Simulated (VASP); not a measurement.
Band structure of Pd3Rh (ordered alloy cell). All values below come from PBEsol GGA, VASP's PBE PAW potentials (set 64) (plane waves; VASP).

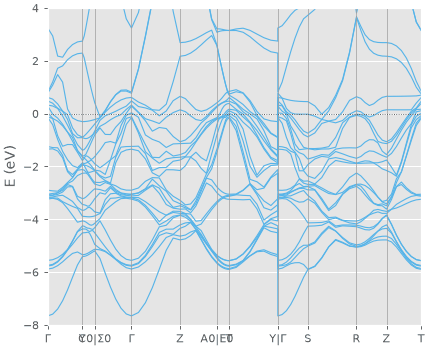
Figure. Bands along high-symmetry lines, zero at the valence-band maximum or, without a gap, the Fermi level

### Question
Read the plot: is there a gap, and where are the band edges?

### Answer
It has no gap at this level: it comes out as a metal or semimetal. (Edges off the drawn lines would not show.)

The structure was generated: Pd3Rh was put into an ordered model structure (Cmmm), which need not be its known phase. It was relaxed first. The electron count is odd and the run is not spin-polarised, which forces a metal.
